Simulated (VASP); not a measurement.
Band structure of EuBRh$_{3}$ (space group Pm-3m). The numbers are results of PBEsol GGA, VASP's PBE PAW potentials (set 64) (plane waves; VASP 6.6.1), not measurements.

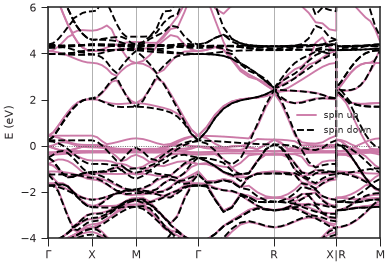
Figure. Bands along high-symmetry lines, zero at the valence-band maximum or, without a gap, the Fermi level

Q: Read the plot: is there a gap, and where are the band edges?

A: It has no gap at this level: it comes out as a metal or semimetal.

The structure comes from a measured EuBRh3 entry of the Crystallography Open Database, whose conditions weren't checked. The cell was not relaxed at this level.
